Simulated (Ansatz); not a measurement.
```xyz
4

Li    0.7123    0.6246    0.5975
F     0.1777    0.7865   -1.0340
Li   -0.7123   -0.6246   -0.5975
F    -0.1777   -0.7865    1.0340
```

Geometry: r2SCAN-D4/def2-TZVP.

Theory: RKS PBE0-D4/def2-TZVP in Ansatz.

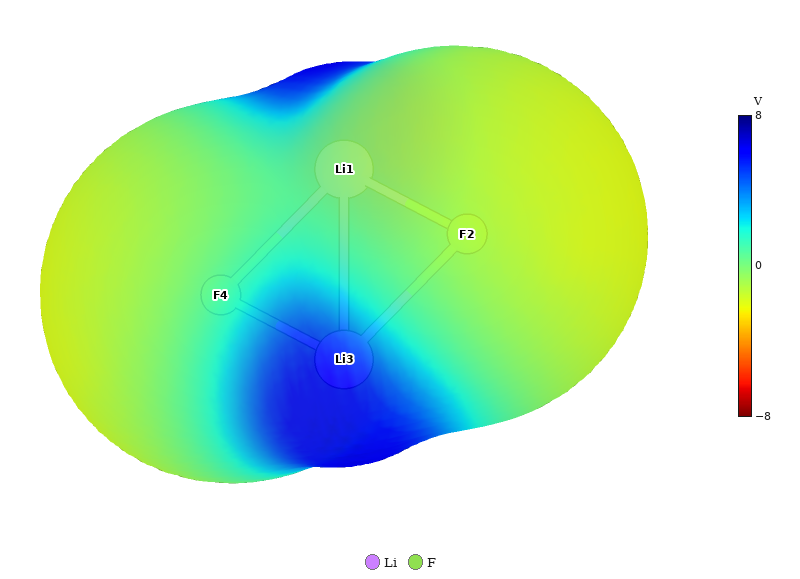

F2Li2 ((LiF)2 ring). The electrostatic potential painted on the density surface at 0.001 e/bohr³, seen at a tilt; the colour scale runs from red (negative) to blue (positive).

**Where is the surface potential most negative and most positive?**

The most negative region (about −2.0 V) lies over F2 and F4, the most positive (about +6.5 V) over Li1 and Li3.
